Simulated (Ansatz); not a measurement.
# C2H5NSi (SMILES C[SiH2]C#N) at B3LYP/cc-pVDZ

Aim: the electronic atomisation energy of C2H5NSi at B3LYP/cc-pVDZ, from 5 runs. 

The calculation is run with Ansatz 0.2.0.

59 further runs of the same task are left out: 1 that didn't finish, 58 set aside as unsound or not needed.

**1. The structure to begin with**

C2H5NSi has 9 atoms, charge 0, and is taken as a singlet. SMILES: `C[SiH2]C#N`. The shape is that of a PBE0-D4/def2-TZVP optimisation.

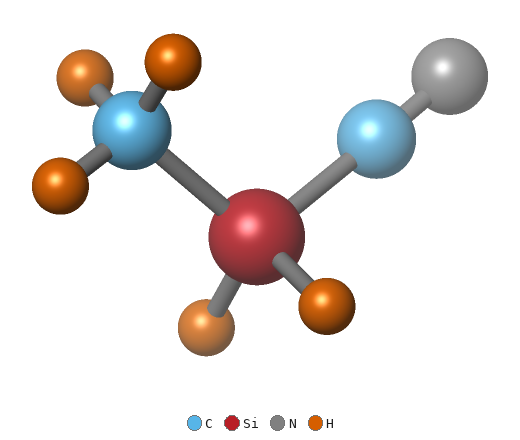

Viewed from a chosen angle; carbon blue, silicon red, nitrogen grey, hydrogen orange.

**2. A single-point energy at B3LYP/cc-pVDZ**

The input, input.yaml:

```yaml
crystal:
  periodic: [false, false, false]
  atoms:
    - symbol: C
      position_ang: [-0.672000, 0.931100, -0.497500]
    - symbol: Si
      position_ang: [-0.146800, -0.554600, 0.488300]
    - symbol: C
      position_ang: [1.638300, -0.910100, 0.129800]
    - symbol: "N"
      position_ang: [2.747300, -1.112400, -0.107600]
    - symbol: H
      position_ang: [-0.554100, 0.746100, -1.566800]
    - symbol: H
      position_ang: [-0.072800, 1.803400, -0.229800]
    - symbol: H
      position_ang: [-1.721900, 1.160400, -0.300900]
    - symbol: H
      position_ang: [-0.893300, -1.779400, 0.117000]
    - symbol: H
      position_ang: [-0.236400, -0.330800, 1.950300]
basis:
  gaussian:
    orbitals: cc-pVDZ
hamiltonian:
  xc: {name: B3LYP}
accuracy: high
output: {orbitals: {seedname: orbitals}}
```

Command:

```bash
$ ansatz run input.yaml --threads 1 --pin off --max-ram 3480MiB --events-out events.jsonl --progress --plain --runs-dir runs
```

Output:

```text
Warning: RAYON_NUM_THREADS=1 ignored (pool sized by the plan → 1); use --threads N
Functional definition: B3LYP
  name "B3LYP"
  parameter a0 = 0.2
  parameter ax = 0.72
  parameter ac = 0.81
  exchange = (1 - a0 - ax)*slater_x + ax*b88_x + a0*exact_x
  correlation = (1 - ac)*vwn_rpa_c + ac*lyp_c
1991 factors; integrals over basis functions are off by at most 3.9e-9 eV
mean field evaluation 1: about -11516.4947 eV, gradient 5.4e1 eV
mean field evaluation 2: about -11509.1396 eV, gradient 7.6e1 eV
mean field evaluation 4: about -11523.3886 eV, gradient 3.5e0 eV
mean field evaluation 8: about -11523.5853 eV, gradient 1.6e-1 eV
mean field evaluation 16: about -11523.5854 eV, gradient 5.6e-6 eV
mean field -11523.58538687 eV, -423.4839520009 hartree, gradient 6.6e-8 eV, S^2 0.000000; 0 other end points of the search recorded, 0 dependent functions left out
reference -11523.58542658 eV, -423.4839534600 hartree; 19, 19 occupied and 66, 66 virtual orbitals, 1991 factors
Total energy: -11523.58542658 eV, -423.4839534600 hartree
```

Run time: 2.5 s. Hardware: 1 thread of AMD EPYC 9R45 (Zen 5), shared host; peak memory 0.29 GiB.

**3. The C atom, same level**

The input, input.yaml:

```yaml
crystal:
  periodic: [false, false, false]
  atoms:
    - symbol: C
      position_ang: [0.000000, 0.000000, 0.000000]
basis:
  gaussian: {orbitals: cc-pVDZ}
magnetization: {spin_polarized: true, initial_magnetization: 2}
hamiltonian: {xc: {name: B3LYP}}
accuracy: high
```

Run the same way, it converges to -37.85197 Eh (log not shown).

**4. The H atom**

The input, molecule.yaml:

```yaml
crystal:
  periodic: [false, false, false]
  atoms:
    - symbol: H
      position_ang: [0.000000, 0.000000, 0.000000]
basis:
  gaussian:
    orbitals: cc-pVDZ
magnetization:
  spin_polarized: true
  initial_magnetization: 1
hamiltonian:
  xc: {name: B3LYP}
accuracy: high
```

Command:

```bash
$ ansatz run molecule.yaml --threads 1 --pin off --max-ram 3480MiB --events-out events.jsonl --progress --plain --runs-dir runs
```

Output:

```text
Warning: RAYON_NUM_THREADS=1 ignored (pool sized by the plan → 1); use --threads N
[... 7 set-up lines as earlier in the session ...]
15 factors; integrals over basis functions are off by at most 4.6e-8 eV
mean field evaluation 1: about -13.6397 eV, gradient 1.5e-1 eV
mean field evaluation 2: about -13.6396 eV, gradient 1.5e-1 eV
mean field evaluation 4: about -13.6399 eV, gradient 3.7e-3 eV
mean field evaluation 8: about -13.6399 eV, gradient 7.1e-10 eV
mean field -13.63990421 eV, -0.5012572344 hartree, gradient 7.1e-10 eV, S^2 0.750000; 0 other end points of the search recorded, 0 dependent functions left out
reference -13.63992333 eV, -0.5012579369 hartree; 1, 0 occupied and 4, 5 virtual orbitals, 15 factors
Total energy: -13.63992333 eV, -0.5012579369 hartree
```

Wall time 0.06 s (1 thread of AMD EPYC 9R45 (Zen 5), shared host).

**5. The N atom, same level**

The input, input.yaml:

```yaml
basis:
  gaussian: {orbitals: cc-pVDZ}
crystal:
  periodic: [false, false, false]
  atoms:
    - {symbol: "N", position_ang: [0.000000, 0.000000, 0.000000]}
magnetization: {spin_polarized: true, initial_magnetization: 3}
hamiltonian: {xc: {name: B3LYP}}
accuracy: high
```

Run the same way, it converges to -54.58914 Eh (log not shown).

**6. The Si atom**

The input, job.yaml:

```yaml
crystal:
  periodic: [false, false, false]
  atoms:
    - {symbol: Si, position_ang: [0.000000, 0.000000, 0.000000]}
basis:
  gaussian: {orbitals: cc-pVDZ}
magnetization: {spin_polarized: true, initial_magnetization: 2}
hamiltonian: {xc: {name: B3LYP}}
accuracy: high
```

Command:

```bash
$ ansatz run job.yaml --threads 1 --pin off --max-ram 3480MiB --events-out events.jsonl --progress --plain --runs-dir runs
```

Output:

```text
Warning: RAYON_NUM_THREADS=1 ignored (pool sized by the plan → 1); use --threads N
[... 7 set-up lines as earlier in the session ...]
144 factors; integrals over basis functions are off by at most 3.2e-9 eV
mean field evaluation 1: about -7874.6096 eV, gradient 2.1e0 eV
mean field evaluation 2: about -7874.6621 eV, gradient 6.0e-1 eV
mean field evaluation 4: about -7874.6661 eV, gradient 1.4e-1 eV
mean field evaluation 8: about -7874.6664 eV, gradient 2.7e-4 eV
mean field evaluation 16: about -7874.5675 eV, gradient 2.7e0 eV
mean field evaluation 32: about -7874.6664 eV, gradient 1.2e-4 eV
mean field -7874.66635527 eV, -289.3886509156 hartree, gradient 1.9e-8 eV, S^2 2.003108; 1 other end points of the search recorded, 0 dependent functions left out
reference -7874.66637669 eV, -289.3886517027 hartree; 8, 6 occupied and 10, 12 virtual orbitals, 144 factors
Total energy: -7874.66637669 eV, -289.3886517027 hartree
```

Run time: 0.4 s. Hardware: 1 thread of AMD EPYC 9R45 (Zen 5), shared host.

**7. Outcome**

At B3LYP/cc-pVDZ:

```
                     quantity          value
       molecule: total energy  -423.48395 Eh
        molecule: HOMO energy       -9.07 eV
        molecule: LUMO energy       -0.32 eV
      molecule: HOMO–LUMO gap        8.75 eV
         C atom: total energy   -37.85197 Eh
                 C atom: ⟨S²⟩          2.002
         H atom: total energy    -0.50126 Eh
                 H atom: ⟨S²⟩          0.750
         N atom: total energy   -54.58914 Eh
                 N atom: ⟨S²⟩          3.752
        Si atom: total energy  -289.38865 Eh
                Si atom: ⟨S²⟩          2.003
electronic atomisation energy      35.264 eV
```

Taking the molecule apart into free atoms costs 35.26 eV (3402 kJ/mol), before zero-point energy and without spin-orbit coupling.
